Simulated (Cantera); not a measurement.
Feed: 1 mol HF, a varied amount of H2O, 0.23 mol H2, equilibrated at 2602 °C and 7.50 Torr.

Method: chemical equilibrium by Gibbs-energy minimisation in Cantera with the NASA 1993 tables (ideal gas, pure condensed phases). Candidate condensed phases: H2O; 22 gas species. Equilibrium is a limit: real reactors are often held back by kinetics, nucleation or transport.

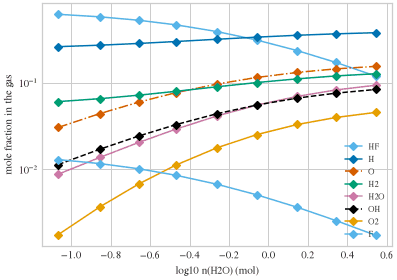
Fig. 1. Equilibrium gas composition (values under 1e-9 drawn at 1e-9)

From 0.086 mol H2O to 3.5 mol H2O nothing is condensed.
